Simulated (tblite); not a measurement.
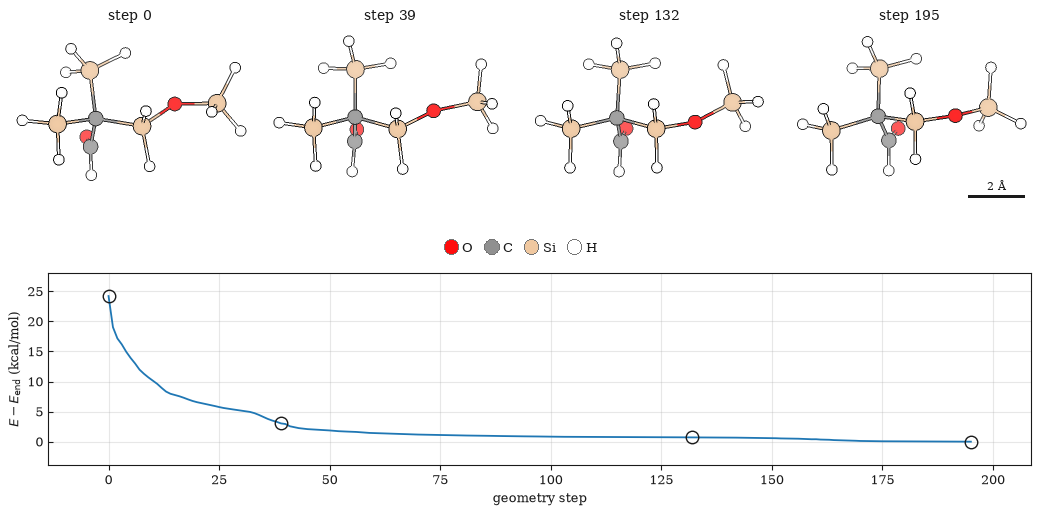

Frames of a relaxation of C2H12O2Si4, marked on the history of the run. The picture is a ball-and-stick view, seen at a tilt.

These are results of tblite 0.8.0, GFN2-xTB geometry optimisation, gas phase, not measurements. 

Q: Describe the path.

A: Over 195 geometry steps the energy falls by 24.2 kcal/mol. An H atom moves most after the best rigid fit: 1.92 Å. By element the largest moves are H 1.92 Å, O 1.30 Å, Si 0.94 Å, C 0.75 Å. Among the contacts that change: Si–Si 2.853 → 3.197 Å, O–Si 2.871 → 2.636 Å, O–Si 1.727 → 1.610 Å, O–Si 1.703 → 1.629 Å. Among the angles between lasting bonds that change: Si–O–Si 112.6° → 161.4°, Si–C–Si 104.7° → 115.1°, C–C–Si 110.2° → 101.9°. Groups turn about O–Si by about 170°, O–Si by about 145°, C–Si by about 35°. The run took 3.7 s on 1 thread of Intel(R) Xeon(R) Processor @ 2.70GHz, with other jobs on the host. From step 0 to 39: an H atom moves most (0.80 Å), energy −21.2 kcal/mol. From step 39 to 132: an H atom moves most (0.68 Å), energy −2.32 kcal/mol. From step 132 to 195: H atoms move most (1.05 Å), energy −0.72 kcal/mol.

```csv
step,"E − E(0), kcal/mol"
0,0.00
1,-5.18
2,-7.04
3,-8.04
4,-9.27
5,-10.30
6,-11.21
7,-12.23
8,-12.92
9,-13.52
10,-14.05
20,-17.65
29,-18.94
39,-21.18
49,-22.30
59,-22.76
68,-23.00
78,-23.16
88,-23.28
98,-23.36
107,-23.43
117,-23.46
127,-23.48
137,-23.52
146,-23.58
156,-23.73
166,-24.01
176,-24.16
185,-24.20
195,-24.22
```
